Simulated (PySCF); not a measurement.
**One shape, several levels: BCl2F (dichlorofluoroborane)**

Aim: a comparison of 6 runs (B3LYP/6-31G*, B2PLYP/6-311+G**, CAM-B3LYP/6-311+G**, M06-2X/6-311+G**, PBE0/6-311+G**, SCS-MP2/6-311+G**) of BCl2F (dichlorofluoroborane). The job is set up through a Python script.

Program for the calculation: PySCF 2.14.0.

2 further runs of the same task are left out: 2 set aside as unsound or not needed.

## 1. The molecule

The species is BCl2F (4 atoms), meant as a singlet with charge 0. SMILES: `FB(Cl)Cl`. The shape is that of a PBE0-D4/def2-TZVP optimisation.

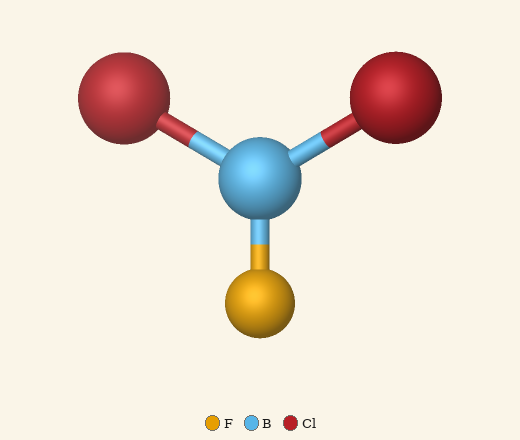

The structure, seen from a chosen angle (fluorine amber, boron blue, chlorine red).

## 2. The energy at B3LYP/6-31G(d) (spherical functions) (run 1)

The input, start.xyz:

```xyz
4
BCl2F
F      0.114370    -1.165320    -0.781190
B      0.007910    -0.080610    -0.054040
Cl    -1.549540     0.373780     0.571420
Cl     1.427260     0.872140     0.263810
```

The input, run.py:

```python
from pyscf import gto, dft

molecule = gto.Mole()
molecule.atom = 'start.xyz'
molecule.basis = '6-31g*'
molecule.spin = 0
molecule.verbose = 3
molecule.max_memory = 1860
molecule.build()

mf = dft.RKS(molecule, xc='b3lyp')
mf.grids.level = 5
mf.conv_tol = 1e-10
mf.kernel()
if not mf.converged:
    mf = mf.newton().run(mf.mo_coeff, mf.mo_occ)

etot = mf.e_tot
print(f'total energy: {etot:.8f} hartree')
```

Command:

```
$ OMP_NUM_THREADS=1 python run.py
```

What it wrote:

```text
converged SCF energy = -1045.21743081033
total energy: -1045.21743081 hartree
```

It took 13 s on 1 thread of Arm Neoverse V2, shared host; peak memory 0.33 GiB.

## 3. A single-point energy at B2PLYP/6-311+G(d,p) (run 2)

The input, run.py:

```python
from pyscf import gto, dft, mp

mol = gto.M(
    atom='''
F      0.216128    -2.202136    -1.476235
B      0.014948    -0.152331    -0.102121
Cl    -2.928206     0.706342     1.079827
Cl     2.697131     1.648106     0.498529
''',
    unit='bohr',
    verbose=4,
    max_memory=1860,
    basis='6-311+g**',
)

ks = dft.RKS(mol, xc='0.53*HF + 0.47*B88, 0.73*LYP')
ks.conv_tol = 1e-10
ks.grids.level = 5
ks.kernel()
if not ks.converged:
    ks = ks.newton().run(ks.mo_coeff, ks.mo_occ)

pt = mp.MP2(ks, frozen=12).run()
e_tot = ks.e_tot + 0.27 * pt.e_corr
print('PT2 part  %.8f' % (0.27 * pt.e_corr))
print('E = %.10f Eh' % e_tot)
```

Command:

```
$ OMP_NUM_THREADS=1 python run.py
```

What it wrote:

```text
PySCF version 2.14.0

[... 74 lines left out ...]
converged SCF energy = -1044.72582949401
[... 1 line left out ...]
******** <class 'pyscf.mp.mp2.RMP2'> ********
nocc = 12, nmo = 92
frozen orbitals 12
E(RMP2) = -1045.41579392377  E_corr = -0.689964429759584
E(SCS-RMP2) = -1045.38834139617  E_corr = -0.662511902156116
E_corr(same-spin) = -0.190898554102367
E_corr(oppo-spin) = -0.499065875657217
PT2 part  -0.18629040
E = -1044.9121198900 Eh
```

Run time: 14 s. Hardware: 1 thread of Arm Neoverse V2, shared host; peak memory 0.53 GiB.

Runs 3 to 4 aren't shown in full; the table further down has their settings and results.

## 4. A single-point energy at PBE0/6-311+G(d,p) (run 5)

The input, job.py:

```python
# FB(Cl)Cl
from pyscf import gto, dft

mol = gto.M(
    atom='F 0.114370 -1.165320 -0.781190; B 0.007910 -0.080610 -0.054040; Cl -1.549540 0.373780 0.571420; Cl 1.427260 0.872140 0.263810',
    basis='6-311+g**',
    max_memory=1860,
    spin=0,
    verbose=3,
)

calc0 = dft.RKS(mol)
calc0.xc = 'pbe0'
calc0.grids.level = 5
calc0.conv_tol = 1e-10
calc0.kernel()
if not calc0.converged:
    calc0 = calc0.newton().run(calc0.mo_coeff, calc0.mo_occ)

energy = calc0.e_tot
print('E = %.10f Eh' % energy)
```

Command:

```
$ OMP_NUM_THREADS=1 python job.py
```

What it wrote:

```text
converged SCF energy = -1044.86188204199
E = -1044.8618820420 Eh
```

Wall time 14 s (1 thread of Arm Neoverse V2, shared host); peak memory 0.53 GiB.

## 5. A single-point energy at SCS-MP2/6-311+G(d,p) (run 6)

The input, job.py:

```python
from pyscf import gto, mp

mol = gto.Mole()
mol.atom = '''
F      0.216128    -2.202136    -1.476235
B      0.014948    -0.152331    -0.102121
Cl    -2.928206     0.706342     1.079827
Cl     2.697131     1.648106     0.498529
'''
mol.basis = '6-311+g**'
mol.charge = 0
mol.unit = 'bohr'
mol.max_memory = 1860
mol.verbose = 3
mol.spin = 0
mol.build()

calc0 = mol.RHF()
calc0.conv_tol = 1e-10
calc0.kernel()
if not calc0.converged:
    calc0 = calc0.newton().run(calc0.mo_coeff, calc0.mo_occ)

pt = mp.MP2(calc0, frozen=12).run()
etot = calc0.e_tot + 1.2 * pt.e_corr_os + pt.e_corr_ss / 3
print('E = %.10f Eh' % etot)
```

Command:

```
$ OMP_NUM_THREADS=1 python job.py
```

What it wrote:

```text
converged SCF energy = -1043.32026092431
E(RMP2) = -1043.8872613519  E_corr = -0.567000427591689
E(SCS-RMP2) = -1043.86580709398  E_corr = -0.545546169673752
E = -1043.8658070940 Eh
```

Wall time 3.6 s (1 thread of Arm Neoverse V2, shared host); peak memory 0.27 GiB.

## 6. Overview of the runs

```tsv
run	level	frozen core orbitals	integration grid	energy (Eh)	dipole moment (D) of the reference	HOMO energy (eV)	LUMO energy (eV)	wall time
1	B3LYP/6-31G* (spherical functions)	–	5	-1045.217431	0.06	-9.02	-0.97	13 s
2	B2PLYP/6-311+G**	12	5	-1044.912120	0.30	-10.76	0.34	14 s
3	CAM-B3LYP/6-311+G**	–	5	-1045.284861	0.27	-10.90	0.03	20 s
4	M06-2X/6-311+G**	–	5	-1045.226249	0.26	-10.87	-0.19	27 s
5	PBE0/6-311+G**	–	5	-1044.861882	0.26	-9.51	-1.11	14 s
6	SCS-MP2/6-311+G**	12	–	-1043.865807	0.30	-12.91	1.26	3.6 s
```

## 7. What came out

```
                                           quantity           value
                                run 6: total energy  -1043.86581 Eh
        run 6: dipole moment (Hartree–Fock density)          0.30 D
         run 6: HOMO energy (Hartree–Fock orbitals)       -12.91 eV
         run 6: LUMO energy (Hartree–Fock orbitals)         1.26 eV
       run 6: HOMO–LUMO gap (Hartree–Fock orbitals)        14.17 eV
run 6: correlation energy (12 core orbitals frozen)      -545.5 mEh
```

Over runs 1, 2, 3, 4, 5 the dipole moment (its size) runs from 0.06 D (B3LYP/6-31G*) to 0.30 D (B2PLYP/6-311+G**). The two ends differ in method and basis. The two dipoles point in opposite directions. A double hybrid's value is that of its SCF part. Over runs 1, 2, 3, 4, 5 the HOMO–LUMO gap runs from 8.05 eV (B3LYP/6-31G*) to 11.10 eV (B2PLYP/6-311+G**). Totals of different functionals can't be ranked against each other. All runs together took 91 s, the longest 27 s.
